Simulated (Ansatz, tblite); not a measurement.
# Al14N14 wurtzite off sphere (Al₁₄N₁₄H₃₄): spin-state energies by level

Is the singlet the ground state of Al14N14 wurtzite off sphere (Al₁₄N₁₄H₃₄)? Other spin states are computed and compared level by level.

Method: as each input shows; program: Ansatz 0.2.0, Gaussian basis.

Plan: triplet, at the geometry of the singlet (GFN1-xTB, GFN2-xTB, PBE0-D4/def2-SVP, PBE-D4/def2-SVP); the singlet's energies come from earlier runs.

1 further run of the same task is left out (set aside as unsound or not needed). Runs told in other sessions of the task aren't counted.

## (1) The relaxed structure

The geometry is that of the singlet, from an earlier relaxation (PBE-D4/def2-SVP).

62 atoms, charge 0, spin multiplicity 1.

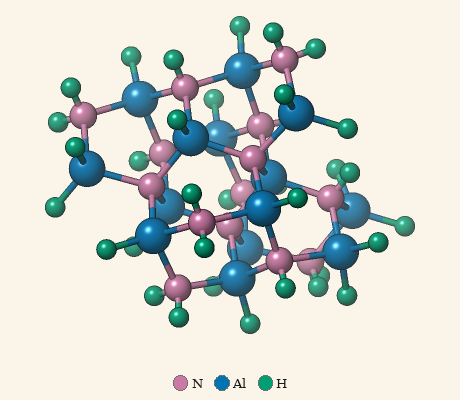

The structure; nitrogen pink, aluminium blue, hydrogen teal.

## (2) Triplet at the fixed geometry, GFN1-xTB

Tight binding, by tblite at 300 K electronic temperature and without a spin-polarisation term:

```python
tblite.interface.Calculator('GFN1-xTB', numbers, positions, charge=0, uhf=2).singlepoint()
```

Energy -2223.5847 eV; 0.64 s.

## (3) Triplet at the fixed geometry, GFN2-xTB

Tight binding, by tblite at 300 K electronic temperature and without a spin-polarisation term:

```python
tblite.interface.Calculator('GFN2-xTB', numbers, positions, charge=0, uhf=2).singlepoint()
```

Energy -2023.8292 eV; 1.2 s.

## (4) Triplet at the fixed geometry, PBE0-D4/def2-SVP

Input file in.yaml:

```yaml
crystal:
  periodic: [false, false, false]
  atoms:
    - {symbol: N, position_ang: [-1.206083, -3.992141, -0.473047]}
    - {symbol: Al, position_ang: [-2.835655, -3.150145, 0.283294]}
    - {symbol: Al, position_ang: [-2.728061, -1.478012, -2.427958]}
    - {symbol: N, position_ang: [-2.646403, -1.386467, -0.475826]}
    - {symbol: Al, position_ang: [0.498739, -3.188540, 0.015211]}
    - {symbol: N, position_ang: [0.323870, -3.145559, 1.970901]}
    - {symbol: Al, position_ang: [0.433458, -1.418914, -2.415661]}
    - {symbol: N, position_ang: [-1.113061, -0.449818, -2.975402]}
    - {symbol: N, position_ang: [0.442398, -1.358058, -0.507501]}
    - {symbol: Al, position_ang: [-1.108006, -0.437926, 0.116912]}
    - {symbol: Al, position_ang: [0.448003, -1.372838, 2.776700]}
    - {symbol: N, position_ang: [-1.056841, -0.414438, 2.055546]}
    - {symbol: Al, position_ang: [-1.237943, 1.371809, -2.382881]}
    - {symbol: N, position_ang: [-1.126184, 1.353610, -0.482356]}
    - {symbol: Al, position_ang: [-2.781445, 2.234690, 0.038266]}
    - {symbol: Al, position_ang: [-1.132305, 1.352889, 2.807699]}
    - {symbol: N, position_ang: [-2.649316, 2.285095, 2.035110]}
    - {symbol: N, position_ang: [1.992672, -0.379657, -3.019435]}
    - {symbol: Al, position_ang: [2.037584, -0.450149, 0.097096]}
    - {symbol: N, position_ang: [1.957899, -0.432446, 2.045515]}
    - {symbol: Al, position_ang: [2.102386, 1.465916, -2.366999]}
    - {symbol: N, position_ang: [0.424490, 2.249122, -2.996475]}
    - {symbol: N, position_ang: [1.989956, 1.368359, -0.486242]}
    - {symbol: Al, position_ang: [0.427484, 2.298599, 0.127677]}
    - {symbol: Al, position_ang: [2.019380, 1.342805, 2.796012]}
    - {symbol: N, position_ang: [0.444973, 2.182797, 2.080575]}
    - {symbol: Al, position_ang: [3.626148, 2.306202, 0.032651]}
    - {symbol: N, position_ang: [3.553231, 2.250544, 2.030443]}
    - {symbol: H, position_ang: [-1.199261, -5.003250, -0.265596]}
    - {symbol: H, position_ang: [-1.353999, -3.937341, -1.502487]}
    - {symbol: H, position_ang: [-4.156931, -3.936059, -0.167540]}
    - {symbol: H, position_ang: [-2.529680, -3.102427, 1.895319]}
    - {symbol: H, position_ang: [-2.394331, -3.018112, -2.835042]}
    - {symbol: H, position_ang: [-4.043291, -0.782095, -3.018295]}
    - {symbol: H, position_ang: [-3.456378, -0.786973, -0.220402]}
    - {symbol: H, position_ang: [1.784015, -4.061147, -0.358168]}
    - {symbol: H, position_ang: [-0.636383, -3.466672, 2.211932]}
    - {symbol: H, position_ang: [0.962903, -3.811552, 2.430495]}
    - {symbol: H, position_ang: [0.568257, -2.917233, -2.978534]}
    - {symbol: H, position_ang: [-1.187637, -0.468077, -4.008089]}
    - {symbol: H, position_ang: [0.491489, -1.531839, 4.366682]}
    - {symbol: H, position_ang: [-1.882687, -0.954483, 2.376749]}
    - {symbol: H, position_ang: [-2.493404, 2.164965, -2.980470]}
    - {symbol: H, position_ang: [-4.016441, 1.213256, -0.208575]}
    - {symbol: H, position_ang: [-2.856740, 3.775377, -0.406285]}
    - {symbol: H, position_ang: [-1.232559, 1.386675, 4.404853]}
    - {symbol: H, position_ang: [-3.526790, 1.913593, 2.431467]}
    - {symbol: H, position_ang: [-2.641595, 3.272606, 2.335433]}
    - {symbol: H, position_ang: [2.080737, -0.425921, -4.046905]}
    - {symbol: H, position_ang: [2.837210, -0.870517, -2.671287]}
    - {symbol: H, position_ang: [3.348224, -1.252109, -0.392024]}
    - {symbol: H, position_ang: [2.806140, -0.920883, 2.382964]}
    - {symbol: H, position_ang: [3.366931, 2.213299, -2.999588]}
    - {symbol: H, position_ang: [0.413684, 2.363196, -4.022352]}
    - {symbol: H, position_ang: [0.394209, 3.221410, -2.636565]}
    - {symbol: H, position_ang: [0.404628, 3.845637, -0.323669]}
    - {symbol: H, position_ang: [2.122054, 1.370692, 4.393520]}
    - {symbol: H, position_ang: [0.451963, 3.158115, 2.428202]}
    - {symbol: H, position_ang: [4.923167, 1.426242, -0.342784]}
    - {symbol: H, position_ang: [3.530282, 3.871718, -0.332981]}
    - {symbol: H, position_ang: [4.426539, 1.822983, 2.376623]}
    - {symbol: H, position_ang: [3.594268, 3.219631, 2.383593]}
basis:
  gaussian: {orbitals: def2-SVP, fitting: {mean_field: def2-universal-jkfit}}
magnetization: {spin_polarized: true, initial_magnetization: 2}
hamiltonian: {xc: pbe0, dispersion: d4}
scf: {omitted_lower_state_checks: [starts]}
output: {orbitals: {seedname: orbitals}}
```

Command:

```
ansatz run in.yaml --threads 2 --pin off --events-out ev --progress --plain --max-ram 22528MiB --backend cuda --devices 0, --max-vram 18GiB
```

Output:

```text
Functional definition: PBE0
  name "PBE0"
  cite "Adamo & Barone, J. Chem. Phys. 110, 6158 (1999) doi:10.1063/1.478522"
  cite "Perdew, Burke & Ernzerhof, Phys. Rev. Lett. 77, 3865 (1996) doi:10.1103/PhysRevLett.77.3865"
  parent pbe
  parameter a = 0.25
  parameter kappa = 0.804
  parameter beta = 0.06672455060314922
  exchange = (1 - a)*pbe_x(kappa = kappa, mu = beta*pi^2/3) + a*exact_x
  correlation = pbe_c(beta = beta)
these checks for a lower state are left out or cut short: starts
3482 factors; integrals over basis functions are off by at most 3.3e-1 eV
mean field evaluation 1: about -113627.2242 eV, gradient 1.3e2 eV
mean field evaluation 2: about -113307.9692 eV, gradient 2.6e2 eV
mean field evaluation 4: about -113683.2885 eV, gradient 3.7e1 eV
mean field evaluation 8: about -113692.4707 eV, gradient 4.6e0 eV
mean field evaluation 16: about -113692.7647 eV, gradient 9.2e-2 eV
mean field evaluation 32: about -113692.7648 eV, gradient 7.4e-5 eV
mean field -113692.76482544 eV, -4178.1320436110 hartree, gradient 1.4e-5 eV, S^2 2.007161; 0 other end points of the search recorded, 0 dependent functions left out
reference -113692.76490394 eV, -4178.1320464959 hartree; 158, 156 occupied and 460, 462 virtual orbitals, 3482 factors
Total energy: -113696.56339928 eV, -4178.2716386248 hartree
Checks for a lower state left out: starts
```

Wall time 17 s (1 × H100 (card shared with other runs) with 2 threads of AMD EPYC 7R13, shared host); peak host memory 1.4 GiB.

Report: HOMO -1.70 eV, LUMO -6.60 eV (over both spins; with the spin held, an empty level of the minority spin lies below the top filled one); ⟨S²⟩ 2.007 (pure: 2.00).

## (5) Triplet at the fixed geometry, PBE-D4/def2-SVP

start.molden holds the orbitals of an earlier run on this state, given as this run's starting guess.

in.yaml, as its differences from that of step 4:

```diff
@@ -66,5 +66,5 @@
 basis:
-  gaussian: {orbitals: def2-SVP, fitting: {mean_field: def2-universal-jkfit}}
+  gaussian: {orbitals: def2-SVP, fitting: {mean_field: def2-universal-jkfit}, initial_orbitals: start.molden}
 magnetization: {spin_polarized: true, initial_magnetization: 2}
-hamiltonian: {xc: pbe0, dispersion: d4}
+hamiltonian: {xc: pbe, dispersion: d4}
 scf: {omitted_lower_state_checks: [starts]}
```

Launched as before.

Output:

```text
Functional definition: PBE
  name "PBE"
  cite "Perdew, Burke & Ernzerhof, Phys. Rev. Lett. 77, 3865 (1996) doi:10.1103/PhysRevLett.77.3865"
  parent pbe
  parameter kappa = 0.804
  parameter beta = 0.06672455060314922
  exchange = pbe_x(kappa = kappa, mu = beta*pi^2/3)
  correlation = pbe_c(beta = beta)
these checks for a lower state are left out or cut short: starts
3482 factors; integrals over basis functions are off by at most 3.3e-1 eV
mean field evaluation 1: about -113680.4266 eV, gradient 1.1e1 eV
mean field evaluation 2: about -113681.0296 eV, gradient 7.5e-1 eV
mean field evaluation 4: about -113681.0790 eV, gradient 2.7e0 eV
mean field evaluation 8: about -113681.3158 eV, gradient 7.6e-1 eV
mean field evaluation 16: about -113681.3587 eV, gradient 2.7e-1 eV
mean field -113681.35974602 eV, -4177.7129146730 hartree, gradient 2.5e-6 eV, S^2 2.001242; 0 other end points of the search recorded, 0 dependent functions left out
reference -113681.35985319 eV, -4177.7129186113 hartree; 158, 156 occupied and 460, 462 virtual orbitals, 3482 factors
Total energy: -113685.59465516 eV, -4177.8685447132 hartree
Checks for a lower state left out: starts
```

It took 23 s on 1 × H100 (card shared with other runs) with 2 threads of AMD EPYC 7R13, shared host; peak host memory 1.4 GiB.

HOMO -1.04 eV, LUMO -6.54 eV (over both spins; with the spin held, an empty level of the minority spin lies below the top filled one); ⟨S²⟩ 2.001 (pure: 2.00).

## (6) Triplet less singlet, vertical

The singlet's energies are those of its earlier runs, whose logs aren't repeated here.

```tsv
level	triplet less singlet, vertical (eV)	time
GFN1-xTB	+4.331	1.2 s
GFN2-xTB	+5.108	1.6 s
PBE-D4/def2-SVP	+5.435	31 s
PBE0-D4/def2-SVP	+6.441	30 s
```

Times add the two runs; a level without a time comes out of a correlated run. Tight binding without a spin term can't rank spin states.

## (7) Outcome

```
                                               quantity                                   value
triplet less singlet, vertical, functionals in def2-SVP  +5.435 (PBE-D4) to +6.441 eV (PBE0-D4)
```

What this shows: All functionals put the triplet above the singlet, over a spread of 1.006 eV. The checks for a lower triplet were left out, so another state of that spin may lie lower. These are electronic energies, without zero-point motion, entropy or surroundings.
